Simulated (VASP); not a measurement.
Band structure of MnF₂ (rutile). Level of theory: RPBE GGA, VASP's PBE PAW potentials (set 64) (plane waves; VASP).

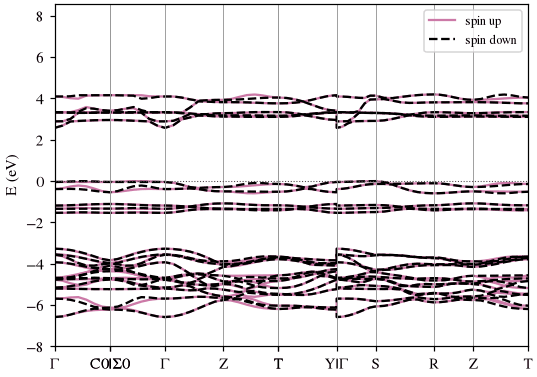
*Bands along high-symmetry lines, zero at the valence-band maximum or, without a gap, the Fermi level*

### Question
Read the plot: is there a gap, and where are the band edges?

### Answer
The gap is indirect, 2.58 eV, from the valence maximum at S to the conduction minimum at Γ. (Edges off the drawn lines would not show.)

The compound is MnF2 in the rutile structure. It was relaxed first, which changed the volume by +8 %.
